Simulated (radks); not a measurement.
System: the platinum ion Pt⁺, configuration [Xe] 4f14 5d9 (high spin). Method: scalar-relativistic Kohn-Sham, LDA (Slater exchange, Perdew-Wang correlation), spin-polarised, spherical densities, finite nucleus; computed with the in-house radial solver radks.

```
Z 78
configuration [Xe] 4f14 5d9
relativity scalar-relativistic
functional lda,pw
spin polarised
nucleus finite rms 5.427 fm
c 137.035999084
response adiabatic LDA kernel
```

Wanted: the number of electrons inside radius r (solid) and the radial density 4πr²ρ (dashed).

The count levels off at 77 electrons. Half of them lie within 0.378 bohr, 90 % within 1.31 bohr and 99 % within 2.69 bohr. The radial density has minima at 0.0222, 0.0951 and 0.271 bohr, where the count stands at 1.9, 11.1 and 30.0; these part the shells that the density resolves.

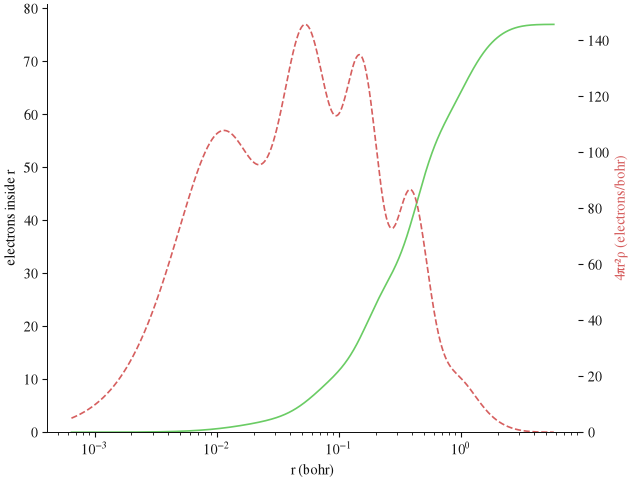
